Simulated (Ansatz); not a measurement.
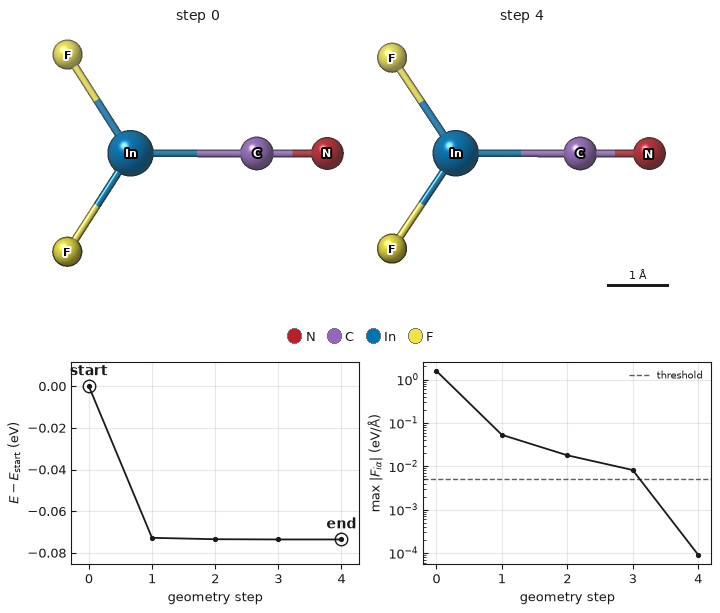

First and last geometry of a relaxation of InCNF₂, with the history of the run. The picture is a ball-and-stick view, seen face on.

The start comes from PBE-D4/def2-SVP.

Computed with RKS PBE0-D4/def2-TZVP (Ansatz 0.2.0).

Input file:
```yaml
crystal:
  periodic: [false, false, false]
  atoms:
    - {symbol: N, position_ang: [1.312942, -1.612534, 1.609844]}
    - {symbol: C, position_ang: [0.730445, -0.896209, 0.884293]}
    - {symbol: In, position_ang: [-0.315207, 0.384878, -0.413391]}
    - {symbol: F, position_ang: [-1.911802, -0.187455, -1.392054]}
    - {symbol: F, position_ang: [0.233423, 2.237719, -0.729991]}
basis:
  gaussian: {orbitals: def2-TZVP}
hamiltonian: {xc: pbe0, dispersion: d4}
relax: {f_tol: 0.005, max_steps: 150}
```

Did the run converge, and what did it change?

It converged. The largest moves after the best rigid fit, 0.054 Å, are those of F4 and F5. By element the largest moves are F 0.054 Å, N 0.032 Å, In 0.020 Å, C 0.010 Å. Some distances before and after: In3–F4 1.958 → 1.919 Å, C2–In3 2.102 → 2.072 Å, N1–C2 1.174 → 1.152 Å. Among the angles between lasting bonds that change: F4–In3–F5 115.1° → 112.9°. The energy falls by 0.074 eV in 4 geometry steps. The largest force component goes from 1.6 to under 0.0001 eV/Å.
